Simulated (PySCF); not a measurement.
Input file:

```
{"job": {"xc": "PBE0", "basis": "pcSseg-1", "kind": "nmr", "pop": true}, "charge": 0, "multiplicity": 1}
F     -1.268979    -1.192534    -0.041188
C     -0.731097     0.014327     0.200594
F     -1.370619     0.931403    -0.543996
C      0.733365    -0.012045    -0.206719
F      1.373076    -0.928613     0.538296
F      1.271008     1.195065     0.034458
H     -0.839997     0.262665     1.271202
H      0.842299    -0.260858    -1.277213
```

Command:

```sh
OMP_NUM_THREADS=1 python ens_run.py task.json out
```

Geometry: PBE0-D3(BJ)/def2-SVP.

These are results of PBE0/pcSseg-1, SCF density, gas phase, non-relativistic (PySCF), not measurements.

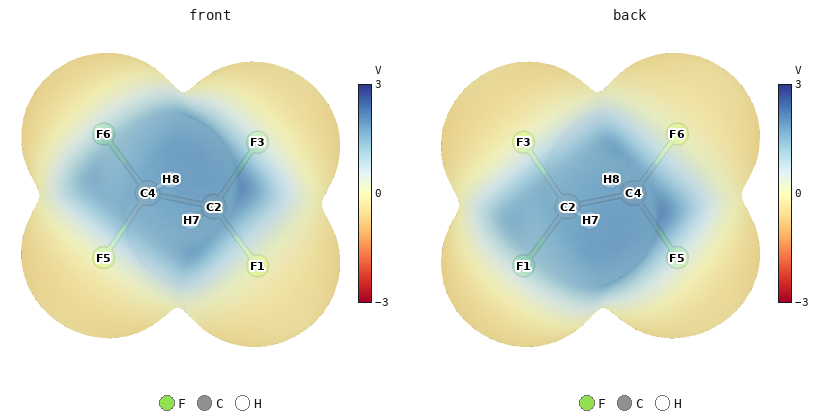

C$_{2}$H$_{2}$F$_{4}$ (SMILES FC(F)C(F)F). The molecular electrostatic potential painted on the density surface at 0.004 e/bohr³, seen from the front and from behind; red is negative and blue positive.

Question: Where is the surface potential most negative and most positive?

Answer: The most negative region (about −0.5 V, or −12 kcal/mol for a unit charge) lies over F1, F3, F5 and F6, the most positive (about +2.1 V, or +48 kcal/mol for a unit charge) over C2 and C4.
